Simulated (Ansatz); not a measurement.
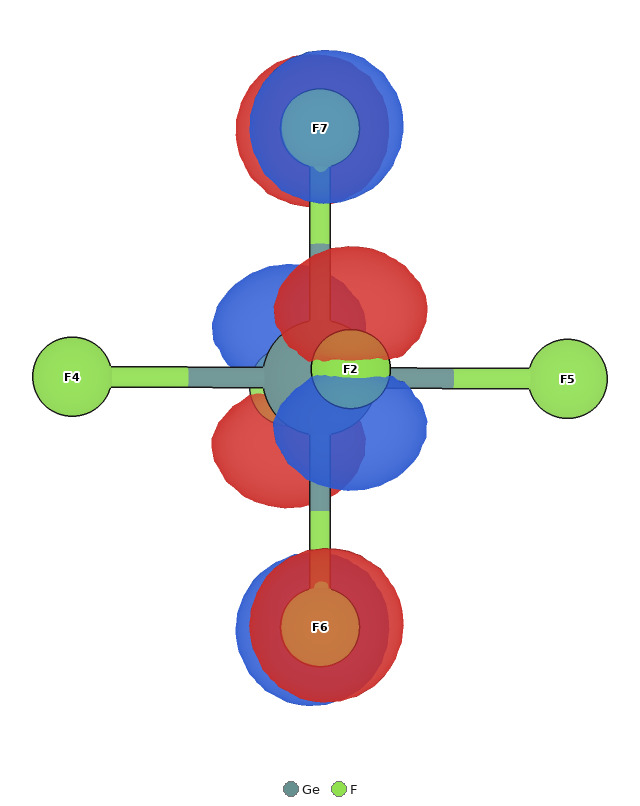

Figure. F6Ge (charge −2). The HOMO at ±0.2 Å⁻³ᐟ² (blue and red are the two phases), seen at a tilt.

The highest occupied orbital lies above zero, a sign that basis and functional describe the outermost electron poorly.

Theory: DFT PBE0, Gaussian basis def2-TZVP in Ansatz 0.2.0.

```yaml
atoms:
  - { symbol: Ge, position_ang: [0.0000, 0.0000, 0.0000] }
  - { symbol: F, position_ang: [1.8245, 0.0000, 0.0000] }
  - { symbol: F, position_ang: [-1.8245, 0.0000, 0.0000] }
  - { symbol: F, position_ang: [0.0000, 1.8245, 0.0000] }
  - { symbol: F, position_ang: [0.0000, -1.8245, 0.0000] }
  - { symbol: F, position_ang: [0.0000, 0.0000, 1.8245] }
  - { symbol: F, position_ang: [0.0000, 0.0000, -1.8245] }
```

### Describe this orbital and give its energy.

Its weight (Hirshfeld) is mainly on F2 (about 25 %), F3 (about 25 %), F7 (about 25 %) and F6 (about 25 %); it is gerade (even under inversion); largely a combination of lone pairs on F2, F3, F7 and F6. It is one of a degenerate set, so its orientation is arbitrary. Its energy is 0.50 eV.
